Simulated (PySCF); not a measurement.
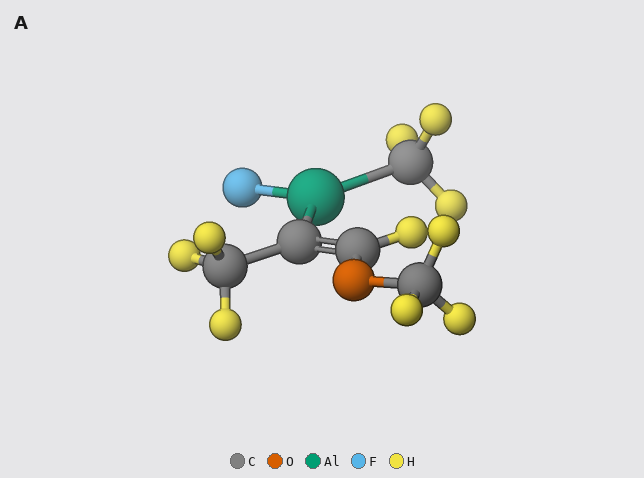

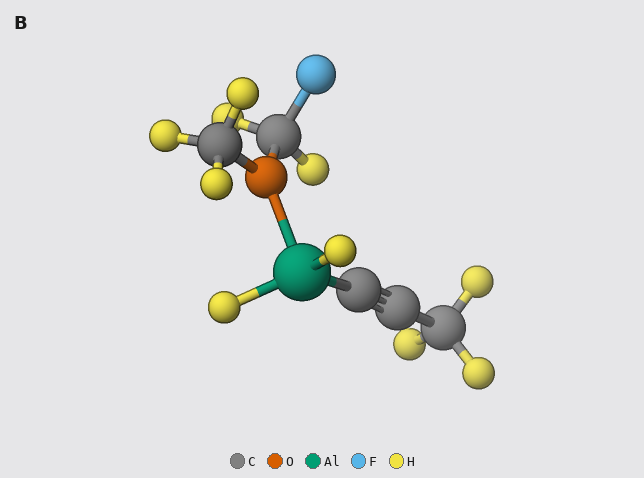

2 stationary structures of one formula. Geometries: GFN2-xTB. Electronic energies: PBE0/def2-SVPD (PySCF 2.14.0), without zero-point energy. No frequency run is at hand to confirm each as a minimum. Each is one conformer, not always the lowest.

Question: Are they conformers, stereoisomers or constitutional isomers?

Answer: They are constitutional isomers of C5H10AlFO: A `CO/C=[C](\C)[Al]([CH3])[F]`, B `CC#[C][AlH2-][O+](C)CF`.

Question: Which is lowest in energy, and by how much?

Answer: A is lowest; B lies 3.473 eV above it.

The geometry is semi-empirical. Around Al such bond lengths and angles can be off by a tenth of an ångström or more and by several degrees, and values that hang on the shape move with them.
